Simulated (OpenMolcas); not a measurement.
# HCl (hydrogen chloride), step by step

Wanted: a series of 13 runs (HF/ANO-L-MB, CASSCF(8,5)/ANO-L-VTZP, CASPT2(8,5)/ANO-L-VTZP, RASSCF(8,5)/ANO-L-VTZP, MC-PDFT[ftBLYP](8,5)/ANO-L-VTZP, CASPT2[IPEA 0](8,5)/ANO-L-VTZP, MRACPF(8,5)/ANO-L-VTZP, MC-PDFT[tBLYP](8,5)/ANO-L-VTZP) of ClH. 

The calculation is run with OpenMolcas 26.06.

### 1 The system as given

HCl: 2 atoms, total charge 0, spin state singlet. As SMILES, `Cl`. The shape is that of a PBE0-D4/def2-TZVP optimisation.

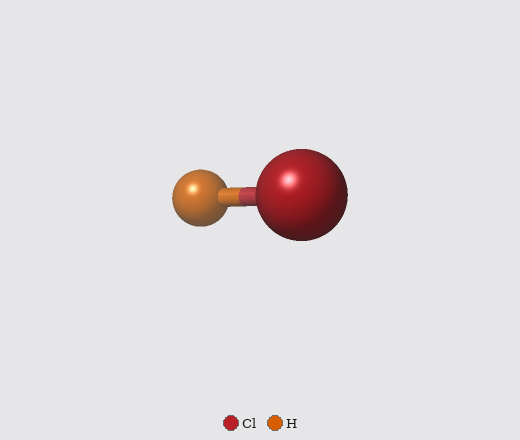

The structure, seen from a chosen angle (chlorine red, hydrogen orange).

### 2 The energy at HF/ANO-L-MB (run 1)

Input file step1.inp:

```
>>> EXPORT MOLCAS_PRINT=2

&GATEWAY
  XBAS
  Cl.ANO-L-MB
  H.ANO-L-MB
  End of Basis
  ZMAT
  Cl1
  H2 1 1.278791
  End of ZMAT

&SEWARD

&SCF
  PRORBITALS
  0
```

The run is started by

```console
$ export MOLCAS_MEM=1860
$ pymolcas step1.inp > step1.log
```

Log:

```text
--- Start Module: gateway ---
[...]
--- Stop Module: gateway /rc=_RC_ALL_IS_WELL_ ---
--- Start Module: seward ---
[...]
      Basis functions           10
--- Stop Module: seward /rc=_RC_ALL_IS_WELL_ ---
--- Start Module: scf ---
[...]
       Convergence after   5 Iterations
[...]
::    Total SCF energy                               -460.0465931105
[...]
      Total spin, S                                     0.0000000000
[...]
      Total electronic charge=   18.000000
      Total            charge=   -0.000000
[...]
      Dipole Moment (debye):
      Origin of the operator (angstrom)=    0.0000    0.0000    0.0358
                   X= -8.9127E-17               Y= -8.7594E-17               Z=  1.5184E+00           Total=  1.5184E+00
      Quadrupole Moment (debye*angstrom):
[...]
--- Stop Module: scf /rc=_RC_ALL_IS_WELL_ ---
[...]
```

Wall time 1.7 s (1 thread of Arm Neoverse V1, shared host); peak memory 0.37 GiB.

### 3 The vertical excitations at CASSCF(8,5)/ANO-L-VTZP (5 states averaged) (run 2)

Input file step2.input:

```
* ClH CASSCF

&GATEWAY
  XBAS
  Cl.ANO-L-MB
  H.ANO-L-MB
  End of Basis
  ZMAT
  Cl1
  H2 1 1.278791
  End of ZMAT

&SEWARD

&RASSCF
  FILEORB=$CurrDir/step1.ScfOrb
  SPIN=1
  NACTEL=8 0 0
  INACTIVE=5
  RAS2=5
  CIROOT=5 5 1
  ORBLISTING=Nothing
>>> COPY $Project.RunFile RUNFIL1
>>> COPY $Project.RasOrb INPORB

&GATEWAY
  XBAS
  Cl.ANO-L-VTZP
  H.ANO-L-VTZP
  End of Basis
  ZMAT
  Cl1
  H2 1 1.278791
  End of ZMAT

&SEWARD
>>> COPY $Project.RunFile RUNFIL2

&EXPBAS

&RASSCF
  FILEORB=$Project.ExpOrb
  SPIN=1
  NACTEL=8 0 0
  INACTIVE=5
  RAS2=5
  CIROOT=5 5 1
  ORBLISTING=Nothing
```

The run is started by

```console
$ export MOLCAS_MEM=1860
$ pymolcas step2.input > step2.log
```

Log:

```text
--- Start Module: gateway ---
[...]
--- Stop Module: gateway /rc=_RC_ALL_IS_WELL_ ---
[...]
      Basis functions           10
[...]
      Number of active orbitals                  5
[...]
      Spin quantum number                      0.0
[...]
      Active orbitals                            5
[...]
      Number of CSFs                            15
[...]
      Number of root(s) required                 5
[...]
      Convergence after  4 iterations
[...]
      printout of CI-coefficients larger than  0.05 for root  1
      energy=    -460.063271
      conf/sym  11111     Coeff  Weight
             1  22220   0.95926 0.92018
             7  2u22d   0.26749 0.07155
            13  20222  -0.06998 0.00490
[...]
      Natural orbitals and occupation numbers for root  1
      sym 1:   1.999371   1.975081   1.999623   1.999623   0.026301
      Natural orbitals and occupation numbers for root  2
      sym 1:   2.000000   2.000000   2.000000   1.000000   1.000000
      Natural orbitals and occupation numbers for root  3
      sym 1:   2.000000   2.000000   1.000000   2.000000   1.000000
[...]
::    RASSCF root number  1 Total energy:   -460.06327082
::    RASSCF root number  2 Total energy:   -459.67707327
[...]
      Basis functions           48
[...]
      Convergence after 14 iterations
[...]
      Natural orbitals and occupation numbers for root  2
      sym 1:   2.000000   2.000000   2.000000   1.000000   1.000000
      Natural orbitals and occupation numbers for root  3
      sym 1:   2.000000   2.000000   1.000000   2.000000   1.000000
      Natural orbitals and occupation numbers for root  4
      sym 1:   1.999951   1.157254   1.999605   1.999605   0.843585
      Natural orbitals and occupation numbers for root  5
      sym 1:   2.000000   2.000000   1.000000   1.000000   2.000000
      ************************************************************************************************************************
      *                                                    Final results                                                     *
[...]
::    RASSCF root number  2 Total energy:   -459.83065815
::    RASSCF root number  3 Total energy:   -459.83065815
::    RASSCF root number  4 Total energy:   -459.63314938
::    RASSCF root number  5 Total energy:   -459.39545374
[...]
      Total electronic charge=   18.000000
      Total            charge=   -0.000000
[...]
      Dipole Moment (debye):
      Origin of the operator (angstrom)=    0.0000    0.0000    0.0358
                   X=  8.4829E-13               Y= -3.7093E-13               Z= -7.2268E+00           Total=  7.2268E+00
      Quadrupole Moment (debye*angstrom):
[...]
```

Run time: 7.2 s. Hardware: 1 thread of Arm Neoverse V1, shared host; peak memory 0.38 GiB.

The roots found:

| excited state | energy (eV) |
| --- | --- |
| 1 | 7.166 |
| 2 | 7.166 |
| 3 | 12.540 |
| 4 | 19.008 |

Runs 3 to 4 aren't shown in full; the table further down has their settings and results.

### 4 A structure relaxation at CASSCF(8,5)/ANO-L-VTZP (run 5)

Input file step5.input:

```
* ClH CASSCF

&gateway
 xbas
 Cl.ANO-L-VTZP
 H.ANO-L-VTZP
 End of Basis
 zmat
 Cl1
 H2 1 1.278791
 End of ZMAT
>>> COPY $CurrDir/step2.RasOrb $Project.RasOrb
>>> EXPORT MOLCAS_MAXITER=40
>>> Do While

&seward

&rasscf
 fileorb=$Project.RasOrb
 spin=1
 nactel=8 0 0
 inactive=5
 ras2=5
 orblisting=Nothing

&slapaf
>>> EndDo
```

The run is started by

```console
$ export MOLCAS_MEM=1860
$ pymolcas step5.input > step5.log
```

Log:

```text
--- Start Module: gateway ---

                                              &GATEWAY

                       available to each process: 1.9 GB of memory, 1 thread

++    Symmetry information:
      ---------------------

                    Character Table for C1

                             E
                    a        1  x, y, xy, Rz, z, xz, Ry, yz, Rx, I
--

++    Basis set information:
      ----------------------

      Basis set label: CL.ANO-L...5S4P2D1F.

      Electronic valence basis set:
      ------------------
      Associated Effective Charge  17.000000 au
      Associated Actual Charge     17.000000 au
      Nuclear Model: Point charge

[... 86 lines left out ...]
      Nuclear repulsion energy =    7.03477940
[... 89 lines left out ...]
      printout of CI-coefficients larger than  0.05 for root  1
[... 9 lines left out ...]
      *                                                    Final results                                                     *
[... 19 lines left out ...]
::    RASSCF root number  1 Total energy:   -460.12762411
[... 81 lines left out ...]
      Spin density orbitals for root   1 are written to the SPDORB.1 file
[... 67 lines left out ...]
 Convergence criterion on energy change <=: 0.0E+00
[... 46 lines left out ...]
 Convergence not reached yet!
[... 17 lines left out ...]
 *********************************************************
 * Nuclear coordinates for the next iteration / angstrom *
 *********************************************************
  ATOM              X               Y               Z
  CL1              0.000000        0.000000       -0.002058
  H2               0.000000        0.000000        1.280849

                    ***************************************
                    *    InterNuclear Distances / bohr    *
                    ***************************************

               1 CL1           2 H2
    1 CL1      0.000000
    2 H2       2.424343        0.000000

                    *******************************************
                    *    InterNuclear Distances / angstrom    *
                    *******************************************

               1 CL1           2 H2
    1 CL1      0.000000
    2 H2       1.282907        0.000000
--

--- Stop Module: slapaf /rc=-6 ---

.########################.
.# Non-zero return code #.
.########################.

    Timing: Wall=4.54 User=3.93 System=0.60
```

Wall time 4.8 s (1 thread of Arm Neoverse V1, shared host); peak memory 0.38 GiB.

The job broke off with an error.

Runs 6 to 12 aren't shown in full; the table further down has their settings and results.

### 5 A structure relaxation at CASSCF(8,5)/ANO-L-VTZP (5 states averaged, root 2) (run 13)

Input file step13.input:

```
&GATEWAY
  XBAS
  Cl.ANO-L-VTZP
  H.ANO-L-VTZP
  End of Basis
  ZMAT
  Cl1
  H2 1 1.278791
  End of ZMAT
>>> COPY $CurrDir/step2.RasOrb $Project.RasOrb
>>> EXPORT MOLCAS_MAXITER=40
>>> Do While

&SEWARD

&RASSCF
  FILEORB=$Project.RasOrb
  SPIN=1
  NACTEL=8 0 0
  INACTIVE=5
  RAS2=5
  CIROOT=5 5 1
  RLXROOT=2
  ORBLISTING=Nothing

&SLAPAF
>>> EndDo
```

The run is started by

```console
$ export MOLCAS_MEM=1860
$ pymolcas step13.input > step13.log
```

Log:

```text
--- Start Module: gateway ---

                                              &GATEWAY

                       available to each process: 1.9 GB of memory, 1 thread

++    Symmetry information:
      ---------------------

                    Character Table for C1

                             E
                    a        1  x, y, xy, Rz, z, xz, Ry, yz, Rx, I
--

++    Basis set information:
      ----------------------

      Basis set label: CL.ANO-L...5S4P2D1F.

      Electronic valence basis set:
      ------------------
      Associated Effective Charge  17.000000 au
      Associated Actual Charge     17.000000 au
      Nuclear Model: Point charge

[... 177 lines left out ...]
      conf/sym  11111     Coeff  Weight
[... 21 lines left out ...]
      printout of CI-coefficients larger than  0.05 for root  5
[... 28 lines left out ...]
      RASSCF energy for state  2                   -459.83065835
[... 127 lines left out ...]
      Dipole Moment (debye):
[... 288 lines left out ...]
      Natural orbitals for root   4 are written to the RASORB.4 file
[... 73 lines left out ...]
     Convergence threshold=               1.0000E-04
[... 135 lines left out ...]
 Convergence not reached yet!
[... 17 lines left out ...]
 *********************************************************
 * Nuclear coordinates for the next iteration / angstrom *
 *********************************************************
  ATOM              X               Y               Z
  CL1              0.000000        0.000000       -0.056185
  H2               0.000000        0.000000        1.334976

                    ***************************************
                    *    InterNuclear Distances / bohr    *
                    ***************************************

               1 CL1           2 H2
    1 CL1      0.000000
    2 H2       2.628914        0.000000

                    *******************************************
                    *    InterNuclear Distances / angstrom    *
                    *******************************************

               1 CL1           2 H2
    1 CL1      0.000000
    2 H2       1.391162        0.000000
--

--- Stop Module: slapaf /rc=-6 ---

.########################.
.# Non-zero return code #.
.########################.

    Timing: Wall=6.00 User=5.19 System=0.79
```

Run time: 6.3 s. Hardware: 1 thread of Arm Neoverse V1, shared host; peak memory 0.38 GiB.

The program stopped with an error.

### 6 Overview of the runs

| run | level | task | active rule | inactive | partner | energy (Eh) | dipole moment (D) of the reference | wall time |
| --- | --- | --- | --- | --- | --- | --- | --- | --- |
| 1 | HF/ANO-L-MB | energy | – | – | base | -460.046593 | 1.52 | 1.7 s |
| 2 | CASSCF(8,5)/ANO-L-VTZP (5 states averaged) | excited | full valence | 5 | base | -460.093993 | 1.28 | 7.2 s |
| 3 | CASSCF(8,5)/ANO-L-VTZP (valence bond yes) | energy | full valence | 5 | base | -460.127624 | 1.11 | 2.7 s |
| 4 | CASPT2(8,5)/ANO-L-VTZP (ipea shift 0.25 Eh, pt2 variant MS, real shift 0.1 Eh, 7 states averaged) | excited | full valence | 5 | base | -460.310170 | 1.19 | 5.7 s |
| 5 | CASSCF(8,5)/ANO-L-VTZP | optimise | full valence | 5 | base | crashed | – | 4.8 s |
| 6 | CASSCF(8,5)/ANO-L-VTZP (root 2, 5 states averaged) | gradient | full valence | 5 | base | -459.830658 | – | 6.3 s |
| 7 | CASPT2(8,5)/ANO-L-VTZP (ipea shift 0.25 Eh, pt2 variant MS, real shift 0.1 Eh, 5 states averaged) | excited | full valence | 5 | base | -460.310047 | 1.28 | 4.2 s |
| 8 | RASSCF(8,5)/ANO-L-VTZP (5 states averaged) | excited | full valence | 5 | base | -460.093993 | 1.28 | 3.9 s |
| 9 | MC-PDFT[ftBLYP](8,5)/ANO-L-VTZP (5 states averaged) | excited | full valence | 5 | base | -460.888718 | 1.28 | 7.2 s |
| 10 | CASPT2[IPEA 0](8,5)/ANO-L-VTZP (ipea shift 0 Eh, pt2 variant SS) | energy | full valence | 5 | stretched | -460.280470 | 1.27 | 3.9 s |
| 11 | MRACPF(8,5)/ANO-L-VTZP | excited | full valence | 5 | base | -460.338619 | 1.14 | 5.1 s |
| 12 | MC-PDFT[tBLYP](8,5)/ANO-L-VTZP (5 states averaged) | excited | full valence | 5 | rattled | -460.799621 | 1.22 | 6 s |
| 13 | CASSCF(8,5)/ANO-L-VTZP (5 states averaged, root 2) | optimise | full valence | 5 | base | crashed | – | 6.3 s |

### 7 Results

```
                                                                  quantity          value
                  distorted shape, run 12: energy of the lowest of 5 roots  -460.79962 Eh
                   distorted shape, run 12: dipole moment (CASSCF density)         1.22 D
distorted shape, run 12: lowest excitation energy within this active space        6.77 eV
```

All runs together took 65 s, the longest 7.2 s. 2 of the 13 runs gave no usable result.
